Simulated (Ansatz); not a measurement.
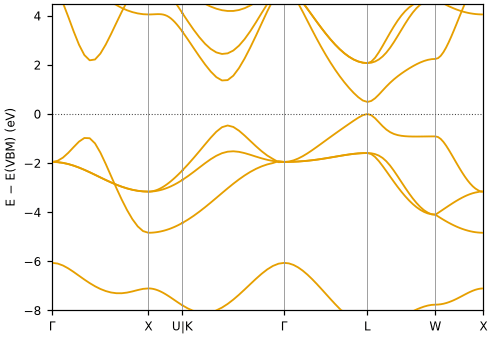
*Band structure from PBE (plane waves, PAW; program Ansatz)*

Problem. Read off the gap and where the band edges lie.

Solution. About 0.5 eV (0.49 eV by a search for the band edges); maximum at L, minimum at L.

The material is PbS (rock salt, space group No. 225).

Space group Fm-3m (rock salt). The PBE relaxation kept the symmetry of its start; of distortions, only those at the zone centre were tested. Spin–orbit coupling is left out wherever it is not named.

Potentials: the later of the program's two PAW sets.
